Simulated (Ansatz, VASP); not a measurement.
# Cross-check of SrO between VASP and Ansatz

Aim: how closely do two programs agree when they are given the same cell, functional and k mesh? Valence electrons are named where the data sets of a main pair hold unlike numbers.

Calculated with Ansatz 0.2.0; plane waves, with VASP 6.6.1 beside it; band structure at r2SCAN-EpsX with an exact-exchange share of 0.263 and band structure at r2SCAN0.

## (1) The starting structure

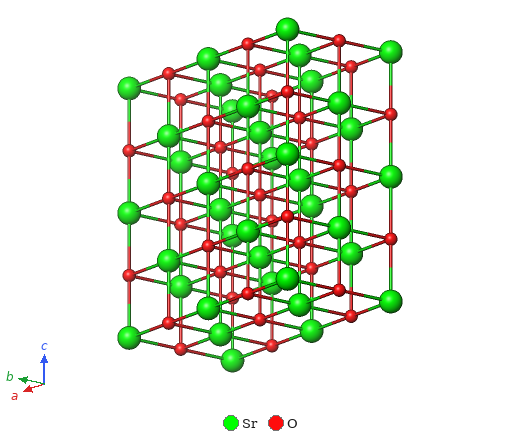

The cell as given, from a free direction (strontium green, oxygen red). 2×1×2 cells are drawn. This picture shows the conventional cell, with its axes. Some periodic images of atoms are drawn too.

Coordinates:

```cif
data_structure
_symmetry_space_group_name_H-M 'P 1'
_symmetry_Int_Tables_number 1
_cell_length_a 3.6496
_cell_length_b 3.6496
_cell_length_c 3.6496
_cell_angle_alpha 60.000
_cell_angle_beta 60.000
_cell_angle_gamma 60.000
_cell_volume 34.37
loop_
_atom_site_label
_atom_site_type_symbol
_atom_site_fract_x
_atom_site_fract_y
_atom_site_fract_z
_atom_site_occupancy
Sr1 Sr 0.00000 0.00000 0.00000 1
O2 O 0.50000 0.50000 0.50000 1
```

## (2) Ansatz: band structure, r2SCAN-EpsX with an exact-exchange share of 0.263

Ansatz runs on its default PAW (the set named soft_2) files.

The same path points are solved in both programs, so levels can be compared one by one.

File input.yaml:

```yaml
crystal:
  lattice:
    - [0.0, 2.58066, 2.58066]
    - [2.58066, 0.0, 2.58066]
    - [2.58066, 2.58066, 0.0]
  atoms:
    - { symbol: Sr, position: [0.0, 0.0, 0.0] }
    - { symbol: O, position: [0.5, 0.5, 0.5] }
hamiltonian:
  xc: { exchange: r2scan, correlation: r2scan, exx: { coeff: 0.263 } }
  pseudopotentials: { kind: paw }
kpoints:
  mp_grid: { grid: [5, 5, 5] }
  band_path:
    path:
      - [0.0, 0.0, 0.0]
      - [0.5, 0.0, 0.5]
      - [0.5, 0.2, 0.7]
      - [0.4, 0.35, 0.75]
      - [0.15, 0.15, 0.3]
      - [0.2, 0.2, 0.2]
      - [0.55, 0.4, 0.55]
      - [0.6, 0.25, 0.65]
      - [0.5, 0.25, 0.75]
      - [0.5, 0.5, 0.5]
      - [0.375, 0.375, 0.75]
      - [0.5, 0.0, 0.5]
    npoints: 1
scf:
  occupations: { method: gaussian, width: 0.02 }
  n_extra_bands: 7
output:
  forces: true
  stress: true
  eigenvalues: true
```

Started as:

```sh
> ansatz run input.yaml --threads 4 --pin off --max-ram 9216MiB --backend cpu --events-out ev --progress --plain --runs-dir out
```

Numbers of over 12 decimals in the logs are rounded to 6 here.

Output:

```text
Warning: output.stress: scf.convergence.dr2_threshold = 1e-7 eV (the SCF's general default) is looser than the 2e-10 eV advised for a printed stress (1e-10 eV for each atom of the cell: 2). What an SCF threshold leaves in a stress goes as its square root, and in the free energy as the threshold itself, and one threshold admits the most on a small cell: [figures from the program's tests cut] Set scf.convergence.dr2_threshold to 2e-10 eV or tighter. The threshold is an SCF's pass mark: one that does not reach it within its budget of iterations ends unconverged, or closes short of it on a stop that the run arms, and scf.convergence.dr2_threshold's page says what that costs each kind of run
Warning: output.stress: scf.exx.energy_threshold = 1e-6 eV is looser than the 2e-8 eV advised for a stress under a hybrid functional (1e-8 eV for each atom of the cell: 2). Every SCF of the exchange loop can meet its threshold on dr2 while the loop round them stops early: no threshold on dr2 bounds what that leaves in the stress. Set scf.exx.energy_threshold to 2e-8 eV or tighter. The threshold is the loop's pass mark: a loop that does not reach it within its budget of cycles ends unconverged, and scf.exx.energy_threshold's page has the law
scf.n_extra_bands = 7 over 8 filled bands (N_el = 16.0): the run solves 15 bands
Engine: ansatz 0.2.0, aarch64-unknown-linux-gnu
Pseudopotentials: kind: paw
Pseudopotential: Sr, paw, valence charge 10, recommended cutoff 500 eV (meta_gga), Sr.paw.azcp
Pseudopotential: O, paw, valence charge 6, recommended cutoff 500 eV (meta_gga), O.paw.azcp
Functional definition: unnamed
  parameter a_1 = 0.263
  exchange = (1 - a_1)*r2scan_x + a_1*exact_x
  correlation = r2scan_c
Crystal: 2 atoms, lattice volume = 34.373 Å³
Basis set: ecut = 500 eV, 893 PW (Γ), exchange–correlation on 108×108×108 points (64 copies of the dense FFT grid, shifted against one another)
Bands: 15, of which v1, the nominal top of the filled ones, is band 8 counted from 1 (7 counted from 0)
Symmetry: 48 space group operations
Space group: Fm-3m (ITA 225), of the structure as read, at distance tolerance 3.3e-5 Å
k-points: 10 of 125
Non-local potential: Sr, projectors of the file, l = 0: 3, l = 1: 2, l = 2: 2
Non-local potential: O, projectors of the file, l = 0: 2, l = 1: 2, l = 2: 1
PAW form: soft (Blöchl's): semilocal exchange-correlation on the pseudo side does not see the compensation charge
PAW frozen core: Sr, regenerated for the run's functional, and the local potential with it (the file was generated under x = pbe(κ = 0.804, μ = 0.219515), c = pbe(β = 0.066725))
PAW frozen core: O, regenerated for the run's functional, and the local potential with it (the file was generated under x = pbe(κ = 0.804, μ = 0.219515), c = pbe(β = 0.066725))
PAW one-centre angular grid: Sr, 302 points (default); XC on 160 Gauss nodes
PAW one-centre angular grid: O, 302 points (default); XC on 160 Gauss nodes
Initial density: superposition of atomic densities (neutral atoms: chi_scale 0, normalization atom), corrected by the library's trained network
Initial wavefunctions: pseudopotential atomic-orbital guess
Functional: x = r2scan, c = r2scan; τ floored in thin density (d = 2e-4 eV/Å³), warm-up for x = 0.737 r2scan + 0.263 exact, c = r2scan; τ floored in thin density (d = 2e-4 eV/Å³)
SCF iter   1: F=—  HF=-4126.976665 eV  |F-HF|=—  |Δ(HF+E_count)|=         —  Δρ=8.30e-3  dr2=3.18e-2  dr2_τ=5.44e-2  ethr=1.77e-3  ⟨swp⟩=8.3  Hψ=788  notcnv=0
preconditioner: auto → none  [insulator: Δε(μ)=4.234 eV  Ē_g=19.326 eV  σ=0.020 eV  W_gap=1.00  n_scr=8 (ndim 8)  ℏωp=23.7 eV  f_vac=0.000  D(μ)=0.00/eV (n_scr^D=0)]
SCF iter   2: F=—  HF=-4127.057793 eV  |F-HF|=—  |Δ(HF+E_count)|=   8.11e-2  Δρ=8.08e-3  dr2=1.24e-2  dr2_τ=3.28e-3  ethr=1.99e-4  ⟨swp⟩=3.9  Hψ=445  notcnv=0
iter 3 solved again at ethr=6.50e-6 eV; its pass at ethr=7.76e-5 eV (dr2=1.04e-3 eV) is discarded
SCF iter   3: F=-4127.054968 eV  HF=-4127.055270 eV  |F-HF|=3.02e-4  |Δ(HF+E_count)|=   2.52e-3  Δρ=2.32e-3  dr2=1.04e-3  dr2_τ=1.19e-4  ethr=6.50e-6  ⟨swp⟩=2.0  Hψ=576  notcnv=0
SCF 1 stopped early in 3 iterations: F = -4127.054968 eV  dr2 = 1.04e-3
  greatest PAW one-centre occupation: 0.988 electrons in one spin orbital (limit 2), on the Sr atom at site 0 (counted from 0), in its partial waves of l = 0
Initial density: handed on by an earlier stage of this run
Initial wavefunctions: those handed on with the density
Functional: x = 0.737 r2scan + 0.263 exact, c = r2scan; τ floored in thin density (d = 2e-4 eV/Å³)
Frozen-core exchange: fock
SCF iter   1: F=—  HF=-4126.315310 eV  |F-HF|=—  |Δ(HF+E_count)|=         —  Δρ=6.68e-3  dr2=2.28e-2  dr2_τ=6.40e-4  ethr=6.52e-5  ⟨swp⟩=4.8  Hψ=564  notcnv=0
preconditioner: auto → none  [insulator: Δε(μ)=6.305 eV  Ē_g=22.121 eV  σ=0.020 eV  W_gap=1.00  n_scr=8 (ndim 8)  ℏωp=23.7 eV  f_vac=0.000  D(μ)=0.00/eV (n_scr^D=0)]
SCF iter   2: F=—  HF=-4126.308077 eV  |F-HF|=—  |Δ(HF+E_count)|=   7.23e-3  Δρ=2.01e-3  dr2=1.74e-3  dr2_τ=1.19e-4  ethr=6.52e-5  ⟨swp⟩=3.0  Hψ=369  notcnv=0
SCF iter   3: F=—  HF=-4126.311184 eV  |F-HF|=—  |Δ(HF+E_count)|=   3.11e-3  Δρ=6.28e-4  dr2=2.28e-4  dr2_τ=3.62e-6  ethr=7.04e-6  ⟨swp⟩=3.1  Hψ=336  notcnv=0
SCF iter   4: F=—  HF=-4126.311132 eV  |F-HF|=—  |Δ(HF+E_count)|=   5.19e-5  Δρ=1.52e-4  dr2=9.23e-6  dr2_τ=6.96e-7  ethr=1.03e-6  ⟨swp⟩=2.5  Hψ=239  notcnv=0
SCF iter   5: F=—  HF=-4126.311183 eV  |F-HF|=—  |Δ(HF+E_count)|=   5.09e-5  Δρ=1.84e-4  dr2=8.02e-6  dr2_τ=1.04e-6  ethr=2.70e-8  ⟨swp⟩=4.0  Hψ=338  notcnv=0
SCF iter   6: F=-4126.311180 eV  HF=-4126.311180 eV  |F-HF|=6.88e-8  |Δ(HF+E_count)|=   2.09e-6  Δρ=2.10e-5  dr2=2.19e-7  dr2_τ=1.11e-8  ethr=2.70e-8  ⟨swp⟩=3.0  Hψ=266  notcnv=0
SCF 2 stopped early in 6 iterations: F = -4126.311180 eV  dr2 = 2.19e-7
  greatest PAW one-centre occupation: 0.989 electrons in one spin orbital (limit 2), on the Sr atom at site 0 (counted from 0), in its partial waves of l = 0
hybrid outer 1: dexx = +3.919e-3 eV, tail = 4.77e-6 eV
Frozen-core exchange: fock
SCF iter   1: F=—  HF=-4126.311213 eV  |F-HF|=—  |Δ(HF+E_count)|=         —  Δρ=3.84e-5  dr2=2.43e-7  dr2_τ=5.73e-8  ethr=1.49e-7  ⟨swp⟩=4.0  Hψ=410  notcnv=0
preconditioner: auto → none  [insulator: Δε(μ)=6.157 eV  Ē_g=22.068 eV  σ=0.020 eV  W_gap=1.00  n_scr=8 (ndim 8)  ℏωp=23.7 eV  f_vac=0.000  D(μ)=0.00/eV (n_scr^D=0)]
SCF iter   2: F=—  HF=-4126.311213 eV  |F-HF|=—  |Δ(HF+E_count)|=   7.13e-9  Δρ=1.53e-5  dr2=2.44e-8  dr2_τ=3.52e-9  ethr=1.22e-9  ⟨swp⟩=3.1  Hψ=297  notcnv=0
SCF iter   3: F=—  HF=-4126.311213 eV  |F-HF|=—  |Δ(HF+E_count)|=   1.50e-9  Δρ=3.91e-6  dr2=8.99e-9  dr2_τ=3.99e-9  ethr=1.16e-10  ⟨swp⟩=3.0  Hψ=284  notcnv=0
SCF iter   4: F=-4126.311213 eV  HF=-4126.311213 eV  |F-HF|=1.64e-11  |Δ(HF+E_count)|=  5.77e-10  Δρ=7.63e-7  dr2=6.16e-9  dr2_τ=3.78e-11  ethr=1.77e-11  ⟨swp⟩=3.1  Hψ=291  notcnv=0  defer=1
SCF 3 converged in 4 iterations: F = -4126.311213 eV  dr2 = 6.16e-9
  Residual-converged pass: ⟨swp⟩=3.0  Hψ=273  notcnv=0  max |occ|·‖R‖ = 2.3e-6 eV (tolerance 2.4e-6 eV)  dr2=6.16e-9  dr2_τ=3.20e-11  dr2_onsite=2.74e-11  max |Δocc| = 0.0e0
hybrid outer 2: dexx = +7.333e-8 eV, tail = 1.47e-8 eV, Δε = 9.12e-4 eV (about 5.54e-5 eV left of the loop's levels)
NSCF: frozen V_eff on 12 k-points
hybrid SCF converged: 2 outer / 10 inner (+3 warm-up), last move |dexx| = 7.33e-8 eV, tail = 1.47e-8 eV
Stability not checked: this state was not tested for a lower state beside it, because the functional holds exact exchange (a hybrid, or Hartree-Fock), whose exchange loop this test does not read (fock_operator; see scf.lower_state_search)
Free energy (F): -4126.311213 eV
Frozen-core exchange: fock
Harris-Foulkes:  -4126.311213 eV  (|F-HF|=1.64e-11)
Internal energy: -4126.311213 eV  (E = F + TS)
E sigma→0 (E₀):  -4126.311213 eV
Fermi energy:    9.127433 eV
--- Per-component energies (eV) ---
  E_band       = -103.691493
  E_kinetic    = 424.470565
  E_local      = -869.350187  (includes V_loc(G=0)·N_el)
  E_nonlocal   = 247.891648
  E_hartree    = 237.063229
  E_xc         = -181.937118
  E_vxc        = -214.068382  (∫ρ·V_xc dr)
  E_exx        = -52.246789  (= α·E_x^exact, valence–valence)
  E_paw        = -2879.464175  (= ΣΔE_a)
  E_vpaw       = -72.648268  (= ΣTr[D̂ρ^β])
  E_aug_tail   = 0.001085  (compensation charges beyond the density's cutoff)
  E_vtau       = 10.378896  (kinetic-family band-sum trace: ∫τ·v_τ [+ j·A + Jᵃ·Aᵃ] dr)
  E_ewald      = -1052.229361
  E_core_change = -0.510111  (= ΣΔE_core)
  E_smearing   = -0.000000  (= −TS)
  E_closure    = 0.000000  (closes the sum)
  Σ components = -4126.311213   (vs F -4126.311213, Δ=0.00e0)
--- Forces (eV/Å), atoms counted from 1 ---
  atom   1  Sr    -0.00000000     0.00000000     0.00000000
  atom   2  O      0.00000000    -0.00000000     0.00000000
  max |Σ_I F_I| component: 2.29e-29 eV/Å
--- Stress (GPa, compression-positive) ---
       -1.434781       0.000000       0.000000
        0.000000      -1.434781       0.000000
        0.000000      -0.000000      -1.434781
  P = ⅓ Tr σ = -1.4348 GPa (-14.348 kbar)
--- Band table (eV; the first three rows and the last of 10) ---
  k-point 0: bands = [... 4 lower, -8.8365, 6.0489, 6.0489, 6.0489, 12.6874, 15.2242, 15.2242, 15.2242, ... 3 higher]
  k-point 1: bands = [... 4 lower, -8.4676, 5.1133, 5.6037, 5.6037, 14.2889, 14.9119, 16.0253, 16.0253, ... 3 higher]
  k-point 2: bands = [... 4 lower, -8.0497, 3.9861, 4.9814, 4.9814, 15.3374, 16.7465, 17.7309, 17.7309, ... 3 higher]
  k-point 9: bands = [... 4 lower, -8.4948, 4.8239, 5.3153, 5.6465, 14.1333, 15.9817, 17.9379, 19.6616, ... 3 higher]
```

Run time: 14 s. Hardware: 4 threads of Arm Neoverse V2, shared host; peak memory 0.74 GiB; 51 s of CPU time.

In the SCF lines HF is the Harris–Foulkes energy and dr2 the Hartree energy of the density residual, in eV; the loop may stop once dr2 is under the threshold and the program's other checks hold. Hψ counts applications of the Hamiltonian.

## (3) VASP: band structure, r2SCAN-EpsX with an exact-exchange share of 0.263

The same cell, functional, mesh and smearing now go to VASP, with its own data sets.

Lines of VASP's logs that name or quote its potential files are left out, and so is its time.

The run reads the wave functions of an earlier VASP run, which isn't shown here.

File INCAR:

```
SYSTEM = SrO
PREC = Accurate
ENCUT = 520
EDIFF = 1E-06
NELM = 100
ISMEAR = 0
SIGMA = 0.02
LREAL = .FALSE.
ALGO = Normal
LHFCALC = .TRUE.
AEXX = 0.263
METAGGA = R2SCAN
LASPH = .TRUE.
NBANDS = 14
PRECFOCK = Fast
HFRCUT = -1
LORBIT = 11
LWAVE = .FALSE.
LCHARG = .FALSE.
KPAR = 4
```

File POSCAR:

```
SrO
1.0
    0.0000000000      2.5806600000      2.5806600000
    2.5806600000      0.0000000000      2.5806600000
    2.5806600000      2.5806600000      0.0000000000
Sr O
1 1
Direct
    0.0000000000      0.0000000000      0.0000000000
    0.5000000000      0.5000000000      0.5000000000
```

File KPOINTS:

```
Automatic mesh
0
Gamma
5 5 5
0 0 0
```

File KPOINTS_OPT:

```
Line mode
6
Line-mode
Reciprocal
  0.00000000   0.00000000   0.00000000 GAMMA
  0.50000000   0.00000000   0.50000000 X

  0.50000000   0.00000000   0.50000000 X
  0.50000000   0.25000000   0.75000000 W

  0.50000000   0.25000000   0.75000000 W
  0.37500000   0.37500000   0.75000000 K

  0.37500000   0.37500000   0.75000000 K
  0.00000000   0.00000000   0.00000000 GAMMA

  0.00000000   0.00000000   0.00000000 GAMMA
  0.50000000   0.50000000   0.50000000 L

  0.50000000   0.50000000   0.50000000 L
  0.62500000   0.25000000   0.62500000 U

  0.62500000   0.25000000   0.62500000 U
  0.50000000   0.25000000   0.75000000 W

  0.50000000   0.25000000   0.75000000 W
  0.50000000   0.50000000   0.50000000 L

  0.50000000   0.50000000   0.50000000 L
  0.37500000   0.37500000   0.75000000 K

  0.62500000   0.25000000   0.62500000 U
  0.50000000   0.00000000   0.50000000 X
```

The projector-augmented-wave data sets are Sr_sv and O (PBE family, release 64).

Started as:

```sh
> mpirun -np 4 vasp_std
```

Output:

```text
[banner, memory and clock lines left out]
running    4 mpi-ranks, on    1 nodes
 distrk:  each k-point on    1 cores,    4 groups
 distr:  one band on    1 cores,    1 groups

 POSCAR found type information on POSCAR SrO
 POSCAR found :  2 types and       2 ions
|                                                                             |
|               ----> ADVICE to this user running VASP <----                  |
|                                                                             |
|     You enforced a specific xc type in the INCAR file but a different       |
|     [... a line on the potential file left out ...]
|     I HOPE YOU KNOW WHAT YOU ARE DOING!                                     |
|                                                                             |

 LDA part: xc-table for (None), standard interpolation
 found WAVECAR, reading the header
 POSCAR, INCAR and KPOINTS ok, starting setup
 FFT: planning ... GRIDC
 FFT: planning ... GRID_SOFT
 FFT: planning ... GRID
 HFRCUT set to (new)   10.085124
 reading WAVECAR
 the WAVECAR file was read successfully
 initial charge from wavefunction
 entering main loop
       N       E                     dE             d eps       ncg     rms          rms(c)
DAV:   1    -0.261007424582E+02   -0.26101E+02   -0.57636E-01   280   0.977E+00    0.392E+00
DAV:   2    -0.260962774264E+02    0.44650E-02   -0.63148E-02   352   0.238E+00    0.208E+00
DAV:   3    -0.260941265799E+02    0.21508E-02   -0.12296E-02   322   0.105E+00    0.102E+00
DAV:   4    -0.260937313579E+02    0.39522E-03   -0.14171E-03   304   0.360E-01    0.588E-01
DAV:   5    -0.260933938637E+02    0.33749E-03   -0.88150E-04   322   0.263E-01    0.383E-01
DAV:   6    -0.260933796801E+02    0.14184E-04   -0.14598E-04   404   0.115E-01    0.242E-01
DAV:   7    -0.260933625154E+02    0.17165E-04   -0.23668E-05   420   0.548E-02    0.137E-01
DAV:   8    -0.260933634496E+02   -0.93423E-06   -0.87750E-06   328   0.323E-02
   1 F= -.26093363E+02 E0= -.26093363E+02  d E =-.135687E-63
 Start KPOINTS_OPT (optional k-point list driver)
k-point batch [1-10\60]
       N       E                     dE             ncg
DAV:   1    -0.992198523573E+03   -0.51525E+04      280
DAV:   2    -0.193998968442E+04   -0.94779E+03      372
DAV:   3    -0.201292699503E+04   -0.72937E+02      336
DAV:   4    -0.201442995099E+04   -0.15030E+01      392
DAV:   5    -0.201446261941E+04   -0.32668E-01      406
DAV:   6    -0.201446318821E+04   -0.56880E-03      380
DAV:   7    -0.201446319698E+04   -0.87745E-05      310
DAV:   8    -0.201446319715E+04   -0.16723E-06      224
[...]
k-point batch [51-60\60]
       N       E                     dE             ncg
DAV:   1    -0.109040764480E+04   -0.72741E+04      280
DAV:   2    -0.197698049615E+04   -0.88657E+03      360
DAV:   3    -0.203733561248E+04   -0.60355E+02      360
DAV:   4    -0.203882396422E+04   -0.14884E+01      452
DAV:   5    -0.203885973243E+04   -0.35768E-01      400
DAV:   6    -0.203886035372E+04   -0.62130E-03      414
DAV:   7    -0.203886036926E+04   -0.15533E-04      316
DAV:   8    -0.203886036965E+04   -0.39064E-06      268
```

From OUTCAR (step 3):

```text
ion  position               nearest neighbor table
   1  0.000  0.000  0.000-   2 2.58   2 2.58   2 2.58   2 2.58   2 2.58   2 2.58
   2  0.500  0.500  0.500-   1 2.58   1 2.58   1 2.58   1 2.58   1 2.58   1 2.58

  LATTYP: Found a face centered cubic cell.
 ALAT       =     5.1613200000

 Subroutine GETGRP returns: Found 48 space group operations
 (whereof 48 operations were pure point group operations)

The static configuration has the point symmetry O_h .

 Found     10 irreducible k-points:

   k-points           NKPTS =     10   k-points in BZ     NKDIM =    125   number of bands    NBANDS=     14

   dimension x,y,z NGX =    28 NGY =   28 NGZ =   28
   dimension x,y,z NGXF=    56 NGYF=   56 NGZF=   56

   ENCUT  =  520.0 eV  38.22 Ry    6.18 a.u.   6.79  6.79  6.79*2*pi/ulx,y,z

   NELECT =      16.0000    total number of electrons

 k-points in reciprocal lattice and weights: Automatic mesh
   0.00000000  0.00000000  0.00000000       0.008
   0.20000000  0.00000000  0.00000000       0.064
   0.40000000  0.00000000  0.00000000       0.064
   0.20000000  0.20000000  0.00000000       0.048
   0.40000000  0.20000000  0.00000000       0.192
  -0.40000000  0.20000000  0.00000000       0.192
  -0.20000000  0.20000000  0.00000000       0.096
   0.40000000  0.40000000  0.00000000       0.048
  -0.40000000  0.40000000  0.00000000       0.096
  -0.40000000  0.40000000  0.20000000       0.192

  exchange ACFDT corr.  =         0.00000000  see jH, gK, PRB 81, 115126

 average (electrostatic) potential at core
       1 -34.7298       2 -66.1082

 E-fermi :   0.0909

 k-point     1 :       0.0000    0.0000    0.0000
  band No.  band energies     occupation
    ...
      4     -15.1906      2.00000
      5     -15.1906      2.00000
      6      -0.1448      2.00000
      7      -0.1448      2.00000
      8      -0.1448      2.00000
      9       6.4788      0.00000
     10       8.9662      0.00000
     11       8.9662      0.00000
     12       8.9662      0.00000
     13      11.3240      0.00000
    ...

 k-point     2 :       0.2000    0.0000    0.0000
  band No.  band energies     occupation
    ...
      4     -15.2170      2.00000
      5     -14.7983      2.00000
      6      -1.0917      2.00000
      7      -0.6034      2.00000
      8      -0.6033      2.00000
      9       8.0824      0.00000
     10       8.6799      0.00000
     11       9.7731      0.00000
     12       9.7731      0.00000
     13      12.3665      0.00000
    ...

 k-point     3 :       0.4000    0.0000    0.0000
  band No.  band energies     occupation
    ...
      4     -15.2578      2.00000
      5     -14.3610      2.00000
      6      -2.2330      2.00000
      7      -1.2383      2.00000
      8      -1.2383      2.00000
      9       9.1066      0.00000
     10      10.5629      0.00000
     11      11.4731      0.00000
     12      11.4731      0.00000
     13      14.5086      0.00000
    ...

  energy-cutoff  :      520.00
  volume of cell :       34.37
      direct lattice vectors                 reciprocal lattice vectors
     0.000000000  2.580660000  2.580660000    -0.193748886  0.193748886  0.193748886
     2.580660000  0.000000000  2.580660000     0.193748886 -0.193748886  0.193748886
     2.580660000  2.580660000  0.000000000     0.193748886  0.193748886 -0.193748886

 POSITION                                       TOTAL-FORCE (eV/Angst)
 -----------------------------------------------------------------------------------
      0.00000      0.00000      0.00000        -0.000000      0.000000     -0.000000
      2.58066      2.58066      2.58066         0.000000     -0.000000      0.000000
 -----------------------------------------------------------------------------------
    total drift:                               -0.000000     -0.000000     -0.000000

  FREE ENERGIE OF THE ION-ELECTRON SYSTEM (eV)
  ---------------------------------------------------
  free  energy   TOTEN  =       -26.0933634496 eV

  energy  without entropy=      -26.0933634496  energy(sigma->0) =      -26.09336345

 total charge
# of ion       s       p       d       tot
------------------------------------------
    1        2.012   5.922   0.211   8.145
    2        1.557   3.468   0.000   5.025
--------------------------------------------------
tot          3.568   9.391   0.211  13.170

[... 3 further parts left out ...]
```

The k-mesh is coarse for unscreened exact exchange, which converges slowly with it. The PAW data sets were made with PBE, which is usual practice but a small mismatch for other functionals.

[end of part 1 of 2]

[Lines on the potential files, build, host, timing and source positions are cut from VASP's logs without a mark.]

[Logs are printed without paths, hosts, clocks, repeated set-up lines and the standing remarks that a program may print on its own settings, such as how far it seeks lower states.]

[Hosts, paths, dates, database ids (printed as entryN), source tags and the programs' standing remarks are cut or masked in the printed files.]
